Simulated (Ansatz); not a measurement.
# CH6AlFSi: how energies converge with the basis set

Aim: see how fast density functionals converge with the basis set for CH6AlFSi.

The runs use Ansatz 0.2.0, Gaussian basis; one geometry, several basis sets.

Levels to be run: PBE0-D4/def2-SVP; ωB97M-V/def2-SVP; PBE0-D4/def2-QZVPP; ωB97M-V/def2-QZVPP; the functionals' def2-TZVPP values are taken from earlier runs.

## Step 1: The relaxed structure

All runs share one geometry, relaxed beforehand with PBE0-D4 in a triple-zeta def2 set.

SMILES `[F][AlH][CH2][SiH3]`, 10 atoms, charge 0, spin multiplicity 1.

Atoms are counted from 1 here; the program's logs count them from 0.

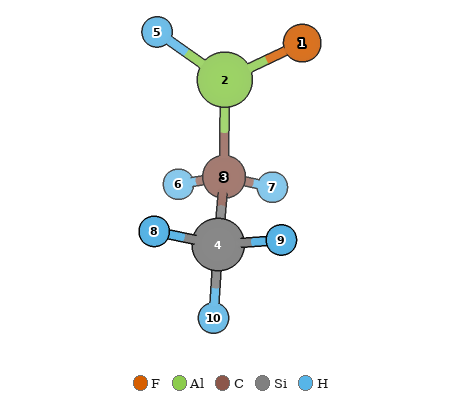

The geometry (fluorine orange, aluminium green, carbon brown, silicon grey, hydrogen blue); atoms are numbered from 1 in the order of the file.

## Step 2: PBE0-D4 in def2-SVP

Contents of in.yaml:

```yaml
crystal:
  periodic: [false, false, false]
  atoms:
    - {symbol: F, position_ang: [-1.134892, 0.207037, 2.647800]}
    - {symbol: Al, position_ang: [-1.417368, 0.304912, 1.023056]}
    - {symbol: C, position_ang: [0.066272, 0.764015, -0.131133]}
    - {symbol: Si, position_ang: [1.056446, -0.697845, -0.742725]}
    - {symbol: H, position_ang: [-2.888539, 0.006441, 0.540259]}
    - {symbol: H, position_ang: [-0.322877, 1.297649, -1.006316]}
    - {symbol: H, position_ang: [0.746252, 1.437155, 0.402681]}
    - {symbol: H, position_ang: [0.163580, -1.662234, -1.445376]}
    - {symbol: H, position_ang: [1.681732, -1.412163, 0.403279]}
    - {symbol: H, position_ang: [2.132494, -0.296167, -1.688624]}
basis:
  gaussian: {orbitals: def2-SVP}
hamiltonian: {xc: pbe0, dispersion: d4}
output: {orbitals: {seedname: orbitals}}
```

Run with:

```console
$ ansatz run in.yaml --threads 2 --pin off --events-out ev --progress --plain --max-ram 4352MiB
```

The program printed:

```text
Functional definition: PBE0
  name "PBE0"
  cite "Adamo & Barone, J. Chem. Phys. 110, 6158 (1999) doi:10.1063/1.478522"
  cite "Perdew, Burke & Ernzerhof, Phys. Rev. Lett. 77, 3865 (1996) doi:10.1103/PhysRevLett.77.3865"
  parent pbe
  parameter a = 0.25
  parameter kappa = 0.804
  parameter beta = 0.06672455060314922
  exchange = (1 - a)*pbe_x(kappa = kappa, mu = beta*pi^2/3) + a*exact_x
  correlation = pbe_c(beta = beta)
1076 factors; their error is unknown
mean field evaluation 1: about -18303.9324 eV, gradient 5.4e1 eV
mean field evaluation 2: about -18298.8241 eV, gradient 7.2e1 eV
mean field evaluation 4: about -18310.0126 eV, gradient 3.5e0 eV
mean field evaluation 8: about -18310.1908 eV, gradient 2.6e-2 eV
mean field -18310.19080366 eV, -672.8871009413 hartree, gradient 4.7e-5 eV, S^2 0.000000; 0 other end points of the search recorded, 0 dependent functions left out
reference -18310.19083661 eV, -672.8871021524 hartree; 24, 24 occupied and 70, 70 virtual orbitals, 1076 factors
Total energy: -18310.34956020 eV, -672.8929351366 hartree
```

Run time: 1.3 s. Hardware: 2 threads of Arm Neoverse V1, shared host.

## Step 3: ωB97M-V in def2-SVP

Edit in.yaml of step 2 so:

```diff
@@ -15,3 +15,3 @@
   gaussian: {orbitals: def2-SVP}
-hamiltonian: {xc: pbe0, dispersion: d4}
+hamiltonian: {xc: {name: wB97M-V}}
 output: {orbitals: {seedname: orbitals}}
```

The command is unchanged.

The program printed (excerpt; [...] marks lines left out):

```text
Functional definition: wB97M-V
  name "wB97M-V"
  cite "Mardirossian & Head-Gordon, J. Chem. Phys. 144, 214110 (2016) doi:10.1063/1.4952647"
  cite "Becke, J. Chem. Phys. 107, 8554 (1997) doi:10.1063/1.475007"
  cite "Vydrov & Van Voorhis, J. Chem. Phys. 133, 244103 (2010) doi:10.1063/1.3521275"
  # Of w^i u^j: cxij and so on, Table III.
[...]
  gx(w, u) = 1 - cx + cx01*u + cx10*w
  gss(w, u) = css00 + css04*u^4 + css10*w + css20*w^2 + css43*w^4*u^3
  gos(w, u) = cos00 + cos10*w + (cos20 + cos21*u)*w^2 + (cos60 + cos61*u)*w^6
[...]
      + integral(e_c_pw_mod_opposite_spin*gos(b97_w_opposite, b97_u_opposite)) + vv10(b, c)
1057 factors; their error is unknown
310 factors; integrals over basis functions are off by at most 1.1e-5 eV
[...]
mean field -18317.99125529 eV, -673.1737622515 hartree, gradient 4.8e-5 eV, S^2 0.000000; 0 other end points of the search recorded, 0 dependent functions left out
reference -18317.99130749 eV, -673.1737641699 hartree; 24, 24 occupied and 70, 70 virtual orbitals, 1057 factors
Total energy: -18317.99130749 eV, -673.1737641699 hartree
```

Wall time 6.5 s (2 threads of Arm Neoverse V1, shared host); peak memory 0.28 GiB.

## Step 4: PBE0-D4 in def2-QZVPP

Edit in.yaml of step 3 so:

```diff
@@ -14,4 +14,4 @@
 basis:
-  gaussian: {orbitals: def2-SVP}
-hamiltonian: {xc: {name: wB97M-V}}
+  gaussian: {orbitals: "def2-QZVPP.json"}
+hamiltonian: {xc: pbe0, dispersion: d4}
 output: {orbitals: {seedname: orbitals}}
```

Launched as before.

The program printed:

```text
Functional definition: PBE0
  name "PBE0"
  cite "Adamo & Barone, J. Chem. Phys. 110, 6158 (1999) doi:10.1063/1.478522"
  cite "Perdew, Burke & Ernzerhof, Phys. Rev. Lett. 77, 3865 (1996) doi:10.1103/PhysRevLett.77.3865"
  parent pbe
  parameter a = 0.25
  parameter kappa = 0.804
  parameter beta = 0.06672455060314922
  exchange = (1 - a)*pbe_x(kappa = kappa, mu = beta*pi^2/3) + a*exact_x
  correlation = pbe_c(beta = beta)
1524 factors; their error is unknown
mean field evaluation 1: about -18312.1778 eV, gradient 6.6e1 eV
mean field evaluation 2: about -18303.9394 eV, gradient 8.9e1 eV
mean field evaluation 4: about -18320.6309 eV, gradient 5.5e0 eV
mean field evaluation 8: about -18320.6986 eV, gradient 2.6e-2 eV
mean field -18320.69858588 eV, -673.2732548157 hartree, gradient 2.5e-5 eV, S^2 0.000000; 0 other end points of the search recorded, 0 dependent functions left out
reference -18320.69863322 eV, -673.2732565552 hartree; 24, 24 occupied and 410, 410 virtual orbitals, 1524 factors
Total energy: -18320.85735680 eV, -673.2790895394 hartree
```

Run time: 12 s. Hardware: 2 threads of Arm Neoverse V1, shared host; peak memory 1.3 GiB.

## Step 5: ωB97M-V in def2-QZVPP

Edit in.yaml of step 4 so:

```diff
@@ -15,3 +15,3 @@
   gaussian: {orbitals: "def2-QZVPP.json"}
-hamiltonian: {xc: pbe0, dispersion: d4}
+hamiltonian: {xc: {name: wB97M-V}}
 output: {orbitals: {seedname: orbitals}}
```

Launched as before.

The program printed (excerpt; [...] marks lines left out):

```text
Functional definition: wB97M-V
  name "wB97M-V"
  cite "Mardirossian & Head-Gordon, J. Chem. Phys. 144, 214110 (2016) doi:10.1063/1.4952647"
  cite "Becke, J. Chem. Phys. 107, 8554 (1997) doi:10.1063/1.475007"
  cite "Vydrov & Van Voorhis, J. Chem. Phys. 133, 244103 (2010) doi:10.1063/1.3521275"
  # Of w^i u^j: cxij and so on, Table III.
[...]
  gx(w, u) = 1 - cx + cx01*u + cx10*w
  gss(w, u) = css00 + css04*u^4 + css10*w + css20*w^2 + css43*w^4*u^3
  gos(w, u) = cos00 + cos10*w + (cos20 + cos21*u)*w^2 + (cos60 + cos61*u)*w^6
[...]
      + integral(e_c_pw_mod_opposite_spin*gos(b97_w_opposite, b97_u_opposite)) + vv10(b, c)
1461 factors; their error is unknown
378 factors; integrals over basis functions are off by at most 9.1e-6 eV
[...]
mean field -18328.62567665 eV, -673.5645700281 hartree, gradient 2.6e-5 eV, S^2 0.000000; 0 other end points of the search recorded, 0 dependent functions left out
reference -18328.62575308 eV, -673.5645728368 hartree; 24, 24 occupied and 410, 410 virtual orbitals, 1461 factors
Total energy: -18328.62575308 eV, -673.5645728368 hartree
```

Run time: 28 s. Hardware: 2 threads of Arm Neoverse V1, shared host; peak memory 1.6 GiB.

## Step 6: Density functionals: the series

The def2-TZVPP values come from earlier runs at the same geometry.

| functional | basis | functions | energy (eV) | from the largest (eV) | HOMO (eV) | LUMO (eV) |
| --- | --- | --- | --- | --- | --- | --- |
| PBE0-D4 | def2-SVP | 94 | -18310.3496 | 10.508 | -8.27 | -0.92 |
| PBE0-D4 | def2-TZVPP | 230 | -18320.1447 | 0.713 | -8.29 | -1.05 |
| PBE0-D4 | def2-QZVPP | 434 | -18320.8574 | 0.000 | -8.30 | -1.11 |
| ωB97M-V | def2-SVP | 94 | -18317.9913 | 10.634 | -10.41 | 0.78 |
| ωB97M-V | def2-TZVPP | 230 | -18327.9576 | 0.668 | -10.47 | 0.53 |
| ωB97M-V | def2-QZVPP | 434 | -18328.6258 | 0.000 | -10.48 | 0.30 |

## Step 7: Results

| quantity | value |
| --- | --- |
| PBE0-D4: double and triple zeta above quadruple | 10.51, 0.71 eV |
| ωB97M-V: double and triple zeta above quadruple | 10.63, 0.67 eV |

What this shows: PBE0-D4 gains 9.80 eV from double to triple zeta, then 0.71 eV more. Total energies overstate the basis error of differences, where much of it tends to cancel.

For PBE0-D4 the largest set took about 9 times as long as the smallest (12 s against 1.3 s).
